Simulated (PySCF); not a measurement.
# FH₆PSi₂: runs on many settings, part 2 of 2

PySCF 2.14.0. Atoms count from 0. The steps go on from the part before.

## 4. Nuclear shieldings: OPBE/6-311G**

What the job is given:

```
{"job": {"kind": "nmr", "xc": "OPBE", "basis": "6-311G**", "pop": true, "scf": {"guess": "sap", "conv": 1e-06}}, "charge": 0, "multiplicity": 1}
F      2.841560     0.326393    -0.409503
Si     1.625052    -0.431130     0.332431
Si    -0.286564     0.693082    -0.319386
P     -2.054837    -0.274606     0.665992
H      1.771129    -1.810989    -0.124988
H      1.990395    -0.345201     1.742521
H     -0.342453     2.092046     0.132269
H     -0.469942     0.753923    -1.780799
H     -2.070145    -1.380611    -0.161736
H     -2.995312     0.381746    -0.099330
```

With the program's defaults for keys left out, this is: GIAO OPBE/6-311G** NMR shielding, non-relativistic, gas phase.

Output:

```text
final grid: 79616 points
cycle   1  E = -1023.2190709658  dE =  2.367e-02  |g| = 1.092e+00  |ddm| = 3.280e+00
cycle   2  E = -1022.8884737189  dE =  3.306e-01  |g| = 1.536e+00  |ddm| = 3.614e+00
cycle   3  E = -1023.6924407871  dE = -8.040e-01  |g| = 2.089e-01  |ddm| = 2.141e+00
cycle   4  E = -1023.7004492954  dE = -8.009e-03  |g| = 1.296e-01  |ddm| = 3.986e-01
cycle   5  E = -1023.7051430221  dE = -4.694e-03  |g| = 3.121e-02  |ddm| = 1.783e-01
cycle   6  E = -1023.7053184278  dE = -1.754e-04  |g| = 1.258e-02  |ddm| = 3.539e-02
cycle   7  E = -1023.7053409520  dE = -2.252e-05  |g| = 3.848e-03  |ddm| = 1.501e-02
cycle   8  E = -1023.7053451702  dE = -4.218e-06  |g| = 7.718e-04  |ddm| = 5.873e-03
cycle   9  E = -1023.7053453384  dE = -1.682e-07  |g| = 1.676e-04  |ddm| = 1.158e-03
converged SCF energy = -1023.7053453384

GIAO shielding tensors (ppm)
atom      isotropic    diamagn.    paramagn.     s11        s22        s33       span
  0 F      421.421     464.448     -43.026    351.247    452.957    460.060    108.813
  1 Si     349.572     878.061    -528.488    269.585    324.081    455.050    185.465
  2 Si     459.464     882.214    -422.751    431.908    463.830    482.652     50.744
  3 P      642.779     967.832    -325.053    584.425    618.569    725.343    140.918
  4 H       25.969      28.920      -2.951     22.573     25.594     29.741      7.168
  5 H       25.924      28.543      -2.619     22.614     25.402     29.755      7.142
  6 H       27.664      29.404      -1.741     24.441     25.588     32.962      8.520
  7 H       27.302      29.700      -2.398     23.378     25.441     33.087      9.708
  8 H       30.773      30.313       0.460     25.261     27.840     39.216     13.955
  9 H       30.511      29.696       0.815     25.063     27.251     39.218     14.155
```

Run time: 9.5 s. Hardware: 1 thread of AMD EPYC 9R14, shared host; peak memory 0.57 GiB.

Shifts follow as δ = σ(reference) − σ, with reference shieldings (ppm) from runs at the same level and on the same kind of geometry: 1H TMS 31.98, 29Si TMS 361.9, 19F CFCl3 143.9, 31P PH3 620.8. The references are single molecules in the gas phase, so shifts against H2O, NH3, PH3, H3PO4 or CFCl3 are not on the usual liquid scales and can be off by tens of ppm. Atoms listed in one row are averaged.

```tsv
atoms	environment	σ (ppm)	δ (ppm)
H4, H5	hydrogen on a silicon bonded to F, Si	25.95	6.03
H6, H7	hydrogen on a silicon bonded to P, Si	27.48	4.50
H8, H9	hydrogen on a phosphorus bonded to Si	30.64	1.34
F0	fluorine bonded to Si	421.4	-277.6
Si1	silicon bonded to F, Si, 2 H	349.6	12.4
Si2	silicon bonded to P, Si, 2 H	459.5	-97.5
P3	phosphorus bonded to Si, 2 H	642.8	-21.9
```

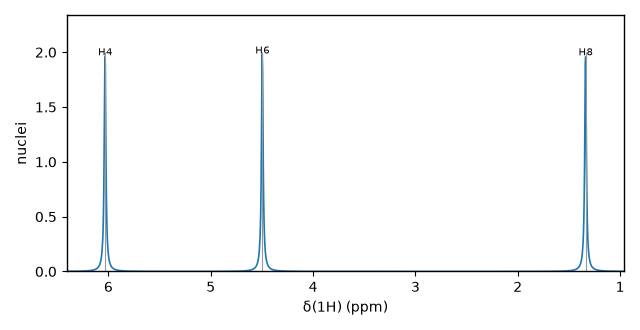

1H lines at the computed shifts, without couplings. Lines are broadened to a width of 0.02 ppm (Lorentzian).

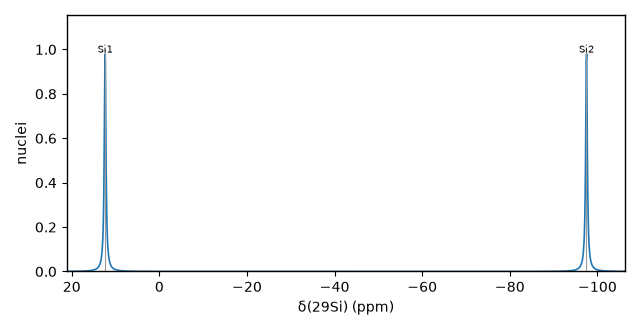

29Si lines at the computed shifts, without couplings. Lines are broadened to a width of 0.44 ppm (Lorentzian).

Charges from the same density, by scheme (e):

```tsv
atoms	Mulliken	IAO	Hirshfeld	ESP fit
F0	-0.38	-0.53	-0.19	-0.30
Si1	0.65	0.79	0.31	0.50
Si2	0.02	0.19	0.16	0.09
P3	-0.17	-0.12	-0.03	-0.36
```

ESP fit charges:

```tsv
atom	value (e)
F0	-0.30
Si1	0.50
Si2	0.09
P3	-0.36
H4	-0.07
H5	-0.08
H6	0.01
H7	-0.05
H8	0.12
H9	0.15
```

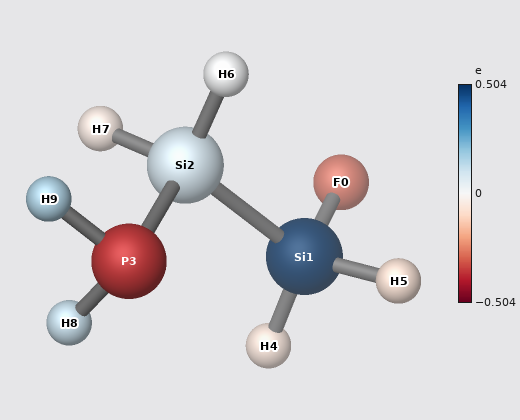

ESP fit charges, as colours on the atoms.

Mayer bond orders: F0–Si1 0.94, Si1–Si2 0.90, Si2–P3 0.96.

## 5. Shielding tensors: PBE0/MINI

Same as in step 4 but for these lines:

```diff
@@ -1,2 +1,2 @@
-{"job": {"kind": "nmr", "xc": "OPBE", "basis": "6-311G**", "pop": true, "scf": {"guess": "sap", "conv": 1e-06}}, "charge": 0, "multiplicity": 1}
+{"job": {"kind": "nmr", "xc": "PBE0", "basis": "MINI", "pop": true, "gauge": [0, 0, 0], "scf": {"max_cycle": 70}}, "charge": 0, "multiplicity": 1}
 F      2.841560     0.326393    -0.409503
```

With the program's defaults for keys left out, this is: common gauge origin PBE0/MINI NMR shielding, non-relativistic, gas phase.

Output:

```text
final grid: 79616 points
cycle   1  E = -1017.5312887685  dE = -2.464e-01  |g| = 3.408e-01  |ddm| = 4.242e+00
cycle   2  E = -1017.4814955641  dE =  4.979e-02  |g| = 5.742e-01  |ddm| = 2.298e+00
cycle   3  E = -1017.5983967509  dE = -1.169e-01  |g| = 3.040e-02  |ddm| = 1.328e+00
cycle   4  E = -1017.5988428506  dE = -4.461e-04  |g| = 1.164e-02  |ddm| = 1.150e-01
cycle   5  E = -1017.5989143717  dE = -7.152e-05  |g| = 1.557e-03  |ddm| = 3.730e-02
cycle   6  E = -1017.5989159510  dE = -1.579e-06  |g| = 2.690e-04  |ddm| = 6.685e-03
cycle   7  E = -1017.5989159973  dE = -4.635e-08  |g| = 4.704e-05  |ddm| = 9.774e-04
cycle   8  E = -1017.5989159986  dE = -1.304e-09  |g| = 7.125e-06  |ddm| = 1.572e-04
cycle   9  E = -1017.5989159987  dE = -2.819e-11  |g| = 9.180e-07  |ddm| = 2.299e-05
converged SCF energy = -1017.5989159987

GIAO shielding tensors (ppm)
atom      isotropic    diamagn.    paramagn.     s11        s22        s33       span
  0 F      651.818     471.724     180.094    144.499    897.690    913.265    768.765
  1 Si     643.914    1007.161    -363.247    559.684    654.738    717.318    157.634
  2 Si     604.607    1015.174    -410.568    542.802    630.959    640.059     97.258
  3 P      541.998    1010.053    -468.056    383.216    577.243    665.535    282.319
  4 H       48.024      53.522      -5.499    -38.299     40.850    141.520    179.820
  5 H       31.805      35.469      -3.664    -56.228     18.334    133.309    189.537
  6 H       51.235      56.173      -4.938     -8.268     45.539    116.435    124.703
  7 H       63.341      70.435      -7.094     10.913     59.189    119.922    109.009
  8 H       67.525      72.451      -4.926    -33.729     69.444    166.860    200.589
  9 H      -14.210     -17.980       3.770   -106.402    -43.332    107.103    213.505
```

Run time: 4.1 s. Hardware: 1 thread of AMD EPYC 9R14, shared host.

The run ended normally, but its values are not to be used for the molecule: a common gauge origin replaces GIAOs, so the shieldings depend on where the origin lies; the basis MINI is minimal. Its shieldings differ from those of step 4 (OPBE/6-311G**) by up to 294 ppm (Si1).

## 6. Summary of results

What follows sums up all 2 parts.

| quantity | value |
| --- | --- |
| lowest singlet (PW91/def2-SVPD) | 4.73 eV (262 nm), f = 0.016 |
| brightest single state of those computed | state 7, 6.46 eV, f = 0.094 |
| lowest triplet | 4.53 eV |
| potential on the surface of density 0.002 e/bohr³, 1st and 99th percentile | -0.96 V and 1.45 V |
| 1H shifts against TMS (OPBE/6-311G**, means over atoms taken as alike) | 6.03, 4.50, 1.34 ppm |
| 19F shifts against CFCl3 (OPBE/6-311G**) | -277.6 ppm |
| 29Si shifts against TMS (OPBE/6-311G**) | 12.4, -97.5 ppm |
| 31P shifts against PH3 (OPBE/6-311G**) | -21.9 ppm |
| property runs in this session | 4, of which 0 failed and 2 gave unsound results |

**Reading.** Single values in the summary come from the first sound run of each kind (PW91/def2-SVPD; OPBE/6-311G**), which need not be the best level. The first singlet state (HOMO→LUMO 0.99) lies at 4.73 eV and is weak; of the 12 states computed, the strongest absorption comes from state 7 at 6.46 eV. The lowest triplet lies 0.20 eV below the lowest singlet (triplets in Tamm-Dancoff, singlets in full TDDFT). By nearest atom (PW91/def2-SVPD), the HOMO sits on P3 63 %; H7, H8, H9 about 9 % each and the LUMO on Si1 24 %; H4, H5 about 12 % each. At OPBE/6-311G**: Shielding is most anisotropic at Si1 (span 185 ppm, paramagnetic term -528 ppm).
